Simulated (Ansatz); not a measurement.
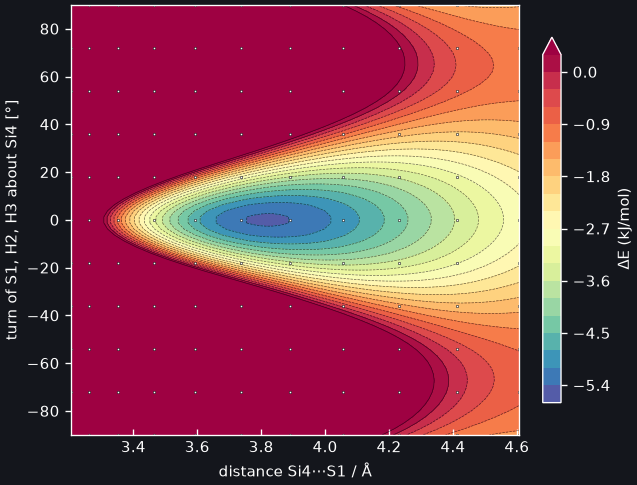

The pair H₂S···H₄Si. The turn is about an axis along (−0.17, −0.95, 0.25) in the frame of the relaxed pair, normal to the line between the partners. First axis: distance Si4···S1. Second axis: turn of S1, H2, H3 about Si4. The scan uses an 11 × 11 grid. Points are written as (first, second). Energies are in kJ/mol, from the two partners far apart, frozen as in the relaxed pair, each in its own basis (no counterpoise correction). Method: RKS B3LYP-D4/def2-TZVPD in Ansatz 0.2.0.

Drawn: filled contours, dots at the grid points, one colour for all values above the top of the scale. Between grid points the surface is interpolated.

Estimate the position of the minimum and the force constants in these coordinates.

Answer. The interpolated minimum is at distance Si4···S1 ≈ 3.816 Å, turn of S1, H2, H3 about Si4 ≈ 0°. The curvatures there are about 0.24 eV/Å² and 0.48 eV/rad², with a cross term of about 0 eV/(Å·rad). Round the minimum the two coordinates are nearly uncoupled. (1 eV is 96.5 kJ/mol.)
